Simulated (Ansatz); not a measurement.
# K+ with SiH₄O: superposition error and deformation

Aim: split the binding of a pair into the counterpoise interaction, the basis-set superposition error and the cost of deforming the fragments.

Computed with Ansatz 0.2.0, Gaussian basis. Level: PBE0-D4 structures, single points in def2-TZVPPD.

Levels: PBE-D4, revPBE-D4, BLYP-D4, r2SCAN-D4, B97M-V, PBE0-D4, B3LYP-D4, HSE06-D4, wB97X-V, wB97M-V, B2PLYP, Hartree-Fock, MP2, CCSD, CCSD(T).

Correlated methods freeze the cores. The outer core shell of Li, Na, Mg and K is correlated. B3LYP uses VWN-RPA correlation. B2PLYP carries no dispersion term here.

23 further runs of the same task are left out: 23 set aside as unsound or not needed.

### Step 1. Where the work starts

The relaxed pair: 7 atoms, charge 1, spin multiplicity 1.

Atoms are counted from 1 here; the program's logs count them from 0.

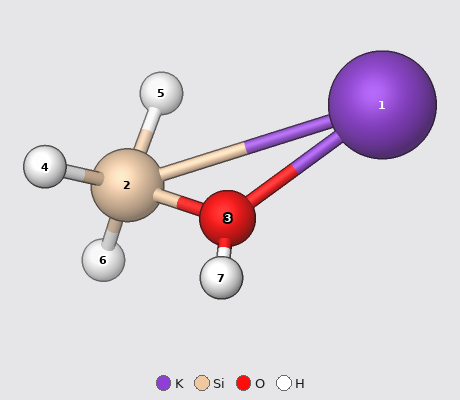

As it starts; potassium purple, silicon light orange, oxygen red, hydrogen white; atoms are numbered from 1 in the order of the file.

As a file:

```
atom    x (Å)    y (Å)    z (Å)
  K1   0.4666   0.1947  -2.9586
 Si2  -0.3998  -0.2721   0.6415
  O3   0.7041   0.5225  -0.3557
  H4  -1.1927   0.7082   1.4130
  H5  -1.2416  -0.9762  -0.3610
  H6   0.3012  -1.2321   1.5203
  H7   1.3622   1.0550   0.1005
```

Atoms 1 to 1 are fragment A (K+), the rest fragment B (SiH₄O). From earlier runs, pair energy (eV) and counterpoise interaction (kcal/mol):

```
   method       E(pair)  interaction
   PBE-D4  -26300.18626       -16.67
revPBE-D4  -26307.69683       -15.41
  BLYP-D4  -26312.18437       -16.55
r2SCAN-D4  -26309.93824       -16.60
   B97M-V  -26305.82416       -16.32
  PBE0-D4  -26302.44059       -17.14
 B3LYP-D4  -26313.91514       -17.32
 HSE06-D4  -26301.92746       -17.13
  wB97X-V  -26308.54585       -17.18
  wB97M-V  -26310.53394       -17.14
   B2PLYP  -26304.04316       -16.49
      MP2  -26280.01218       -16.36
  CCSD(T)  -26281.37057       -16.25
```

First each fragment is run alone in its own basis, frozen in the shape it has in the pair (a, b).

### Step 2. CCSD(T)/def2-TZVPPD

Contents of a/in.yaml:

```yaml
crystal:
  periodic: [false, false, false]
  atoms:
    - {symbol: K, position_ang: [0.466617, 0.194683, -2.958579]}
basis:
  gaussian: {orbitals: "def2-TZVPPD.json"}
total_charge: 1
correlation: {method: ccsd_t}
```

Contents of b/in.yaml:

```yaml
crystal:
  periodic: [false, false, false]
  atoms:
    - {symbol: Si, position_ang: [-0.399760, -0.272140, 0.641503]}
    - {symbol: O, position_ang: [0.704133, 0.522530, -0.355717]}
    - {symbol: H, position_ang: [-1.192710, 0.708237, 1.413027]}
    - {symbol: H, position_ang: [-1.241618, -0.976165, -0.360955]}
    - {symbol: H, position_ang: [0.301197, -1.232126, 1.520273]}
    - {symbol: H, position_ang: [1.362241, 1.054981, 0.100547]}
basis:
  gaussian: {orbitals: "def2-TZVPPD.json"}
correlation: {method: ccsd_t}
```

The basis file named in the input lies beside it (Basis Set Exchange, JSON).

The command line of these runs was not kept.

Output in a:

```text
Functional definition: HF
  name "HF"
  cite "Fock, Z. Phys. 61, 126 (1930) doi:10.1007/BF01340294"
  parent pbe
  exchange = exact_x
  correlation = 0
206 factors; integrals over basis functions are off by at most 1.5e-4 eV
mean field evaluation 1: about -16299.7846 eV, gradient 2.3e-1 eV
mean field evaluation 2: about -16299.7846 eV, gradient 2.3e-1 eV
mean field evaluation 4: about -16299.7848 eV, gradient 4.2e-4 eV
mean field evaluation 8: about -16299.7846 eV, gradient 2.3e-1 eV
mean field -16299.78475555 eV, -599.0060413757 hartree, gradient 2.4e-6 eV, S^2 0.000000; 0 other end points of the search recorded, 0 dependent functions left out
5 core orbitals not correlated: weight in the atoms' cores, before any rotation towards them, 1.000 or more for the frozen orbitals, at most 0.000 for the correlated occupied ones
reference -16299.78475555 eV, -599.0060413757 hartree; 4, 4 occupied and 27, 27 virtual orbitals, 206 factors
second order -4.10192687 eV of doubles, -0.00000000 eV of singles
cycle   1  -4.37575722 eV  change   -2.7e-1 eV  update   1.9e-2
cycle   2  -4.41481778 eV  change   -3.9e-2 eV  update   4.6e-3
cycle   3  -4.41659410 eV  change   -1.8e-3 eV  update   6.9e-4
cycle   4  -4.41656970 eV  change    2.4e-5 eV  update   1.0e-4
cycle   5  -4.41654795 eV  change    2.2e-5 eV  update   2.1e-5
cycle   6  -4.41655001 eV  change   -2.1e-6 eV  update   3.3e-6
perturbative correction -0.04592391 eV, -0.0016876725 hartree
Total energy: -16304.24722947 eV, -599.1700342674 hartree
```

Log of b, cut to the lines that bear on the results:

```text
[... 4 set-up lines as earlier in the session ...]
[...]
876 factors; integrals over basis functions are off by at most 7.9e-4 eV
[...]
mean field -9965.03986207 eV, -366.2084603846 hartree, gradient 9.0e-7 eV, S^2 0.000000; 0 other end points of the search recorded, 0 dependent functions left out
6 core orbitals not correlated: weight in the atoms' cores, before any rotation towards them, 1.000 or more for the frozen orbitals, at most 0.000 for the correlated occupied ones
reference -9965.03986207 eV, -366.2084603846 hartree; 7, 7 occupied and 143, 143 virtual orbitals, 876 factors
second order -10.33370056 eV of doubles, -0.00000000 eV of singles
cycle   1  -10.64089242 eV  change   -3.1e-1 eV  update   7.3e-2
[...]
cycle   9  -10.98792072 eV  change   -8.4e-6 eV  update   1.3e-5
perturbative correction -0.34451169 eV, -0.0126605712 hartree
Total energy: -9976.37229449 eV, -366.6249195943 hartree
```

Wall times: 0.15 s (a), 8.5 s (b) on 2 threads, shared host; peak memory 1 GiB.

### Step 3. Relaxing SiH₄O alone

Contents of relax-b/in.yaml:

```yaml
crystal:
  periodic: [false, false, false]
  atoms:
    - {symbol: Si, position_ang: [-0.399760, -0.272140, 0.641503]}
    - {symbol: O, position_ang: [0.704133, 0.522530, -0.355717]}
    - {symbol: H, position_ang: [-1.192710, 0.708237, 1.413027]}
    - {symbol: H, position_ang: [-1.241618, -0.976165, -0.360955]}
    - {symbol: H, position_ang: [0.301197, -1.232126, 1.520273]}
    - {symbol: H, position_ang: [1.362241, 1.054981, 0.100547]}
basis:
  gaussian: {orbitals: def2-TZVP}
hamiltonian: {xc: pbe0, dispersion: d4}
relax: {f_tol: 0.005, max_steps: 200}
```

The program printed, cut to the lines that bear on the results:

```text
Functional definition: PBE0
  name "PBE0"
  cite "Adamo & Barone, J. Chem. Phys. 110, 6158 (1999) doi:10.1063/1.478522"
  cite "Perdew, Burke & Ernzerhof, Phys. Rev. Lett. 77, 3865 (1996) doi:10.1103/PhysRevLett.77.3865"
[... 1 set-up line as earlier in the session ...]
[...]
595 factors; their error is unknown
[...]
mean field -9986.18873983 eV, -366.9856673070 hartree, gradient 4.0e-5 eV, S^2 0.000000; 0 other end points of the search recorded, 0 dependent functions left out
[...]
reference -9986.18876562 eV, -366.9856682547 hartree; 13, 13 occupied and 79, 79 virtual orbitals, 595 factors
relax step   1: F+E_penalty+E_count = -9986.24156215 eV  Δ(F+E_penalty+E_count) = +0.000e0 eV  max|allowed force component| = 1.335e0 eV/Å  Δτ_max = 0.0000 Å  (23 SCF iters, accepted)
[...]
595 factors; their error is unknown
[...]
mean field -9986.23328904 eV, -366.9873044601 hartree, gradient 1.9e-5 eV, S^2 0.000000; 1 other end points of the search recorded, 0 dependent functions left out
[...]
reference -9986.23331441 eV, -366.9873053924 hartree; 13, 13 occupied and 79, 79 virtual orbitals, 595 factors
Total energy: -9986.28631324 eV, -366.9892530636 hartree
Atom 0 at    -0.382582    -0.261394     0.598070 Å, force    -0.001401    -0.001153    -0.001247 eV/Å
Atom 1 at     0.714589     0.531508    -0.341538 Å, force    -0.000160    -0.000106     0.000172 eV/Å
Atom 2 at    -1.188645     0.684024     1.418759 Å, force     0.000567    -0.000162    -0.000151 eV/Å
Atom 3 at    -1.265451    -0.993116    -0.338478 Å, force     0.000686     0.000587     0.001084 eV/Å
Atom 4 at     0.278789    -1.221541     1.524239 Å, force    -0.000002     0.000586    -0.000196 eV/Å
Atom 5 at     1.376782     1.065836     0.097624 Å, force     0.000310     0.000249     0.000337 eV/Å
Dipole moment:     0.139517     0.119348     0.214668 e Å
```

It took 5.5 s on 2 threads, shared host; peak memory 0.13 GiB.

Relaxation path:

```
step  energy from step 1 (eV)  largest force component (eV/Å)
   1                   0.0000                          1.3350
   2                  -0.0342                          0.4667
   3                  -0.0406                          0.3791
   4                  -0.0444                          0.0517
   5                  -0.0447                          0.0113
   6                  -0.0447                          0.0014
```

Close pairs (by a distance rule), those that changed most:

```
  bond  before (Å)  after (Å)  change (Å)
Si1–O2       1.687      1.648      -0.039
Si1–H5       1.478      1.489      +0.011
Si1–H3       1.478      1.489      +0.011
Si1–H4       1.486      1.481      -0.006
 O2–H6       0.962      0.958      -0.004
```

### Step 4. CCSD(T)/def2-TZVPPD

Contents of free-b/in.yaml:

```yaml
crystal:
  periodic: [false, false, false]
  atoms:
    - {symbol: Si, position_ang: [-0.382582, -0.261394, 0.598070]}
    - {symbol: O, position_ang: [0.714589, 0.531508, -0.341538]}
    - {symbol: H, position_ang: [-1.188645, 0.684024, 1.418759]}
    - {symbol: H, position_ang: [-1.265451, -0.993116, -0.338478]}
    - {symbol: H, position_ang: [0.278789, -1.221541, 1.524239]}
    - {symbol: H, position_ang: [1.376782, 1.065836, 0.097624]}
basis:
  gaussian: {orbitals: "def2-TZVPPD.json"}
correlation: {method: ccsd_t}
```

The program printed, cut to the lines that bear on the results:

```text
[... 4 set-up lines as earlier in the session ...]
[...]
876 factors; integrals over basis functions are off by at most 7.3e-4 eV
[...]
mean field -9965.11444859 eV, -366.2112013886 hartree, gradient 7.7e-7 eV, S^2 0.000000; 0 other end points of the search recorded, 0 dependent functions left out
6 core orbitals not correlated: weight in the atoms' cores, before any rotation towards them, 1.000 or more for the frozen orbitals, at most 0.000 for the correlated occupied ones
reference -9965.11444859 eV, -366.2112013886 hartree; 7, 7 occupied and 143, 143 virtual orbitals, 876 factors
second order -10.29057419 eV of doubles, -0.00000000 eV of singles
cycle   1  -10.61403616 eV  change   -3.2e-1 eV  update   7.1e-2
[...]
cycle   9  -10.95321362 eV  change   -6.9e-6 eV  update   1.1e-5
perturbative correction -0.33817953 eV, -0.0124278685 hartree
Total energy: -9976.40584175 eV, -366.6261524334 hartree
```

Run time: 9 s. Hardware: 2 threads, shared host; peak memory 1 GiB.

### Step 5. The split

```
      method  interaction with counterpoise (kcal/mol)  without  superposition error  deformation  binding energy
      PBE-D4                                    -16.67   -16.92                 0.25         0.49          -16.18
   revPBE-D4                                    -15.41   -15.64                 0.23         0.38          -15.03
     BLYP-D4                                    -16.55   -16.85                 0.30         0.40          -16.15
   r2SCAN-D4                                    -16.60   -16.77                 0.17         0.94          -15.66
      B97M-V                                    -16.32   -16.46                 0.14         1.16          -15.16
     PBE0-D4                                    -17.14   -17.33                 0.18         0.98          -16.16
    B3LYP-D4                                    -17.32   -17.55                 0.23         0.84          -16.47
    HSE06-D4                                    -17.13   -17.31                 0.18         0.98          -16.15
     wB97X-V                                    -17.18   -17.37                 0.20         0.91          -16.27
     wB97M-V                                    -17.14   -17.30                 0.16         0.85          -16.29
      B2PLYP                                    -16.49   -16.90                 0.42         0.82          -15.66
Hartree-Fock                                    -16.09   -16.19                 0.09         1.72          -14.37
         MP2                                    -16.36   -17.34                 0.98         0.73          -15.63
        CCSD                                    -16.34   -17.37                 1.03         0.92          -15.42
     CCSD(T)                                    -16.25   -17.32                 1.07         0.77          -15.48
```

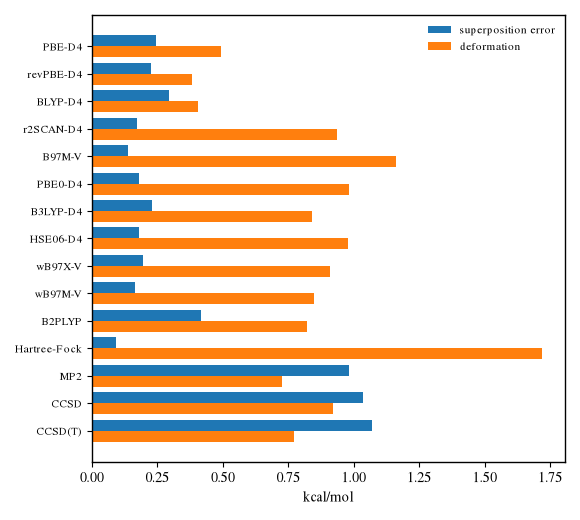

Superposition error and deformation energy by method.

### Step 6. Results

| quantity | value |
| --- | --- |
| interaction, CCSD(T) | -16.25 kcal/mol |
| superposition error | 1.07 kcal/mol |
| deformation | 0.77 kcal/mol |
| binding energy | -15.48 kcal/mol |

**Reading.** In this basis the superposition error is 1.07 kcal/mol for CCSD(T) and 0.21 kcal/mol on average for the plain functionals: correlated methods borrow far more, since they need many more functions to converge. Deformation takes back 5 % of the interaction.
